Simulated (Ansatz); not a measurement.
```json
{"atom": "Al", "x (Å)": "-3.5186", "y (Å)": "-2.4288", "z (Å)": "-1.2446"}
{"atom": "Cu", "x (Å)": "-5.1133", "y (Å)": "-4.1749", "z (Å)": "0.2041"}
{"atom": "O", "x (Å)": "-4.0441", "y (Å)": "-1.3529", "z (Å)": "-2.3279"}
{"atom": "S", "x (Å)": "-2.9965", "y (Å)": "-3.9011", "z (Å)": "0.2128"}
```

Geometry: PBE0-D3(BJ)/pcseg-1.

Theory: isolated molecule in a Gaussian basis; Kohn-Sham density functional theory, functional PBE0 in Ansatz.

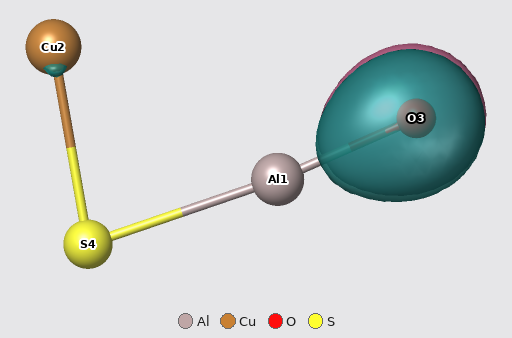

AlCuOS. One frontier orbital at ±0.2 Å⁻³ᐟ² (teal and pink are the two phases), seen across its widest extent.

Q: Which orbital is it: HOMO or LUMO?

A: The HOMO, at −7.01 eV. Its weight (Hirshfeld) is mainly on O3 (about 75 %), Al1 (about 15 %) and S4 (about 5 %); it changes sign across the molecular plane (π type).
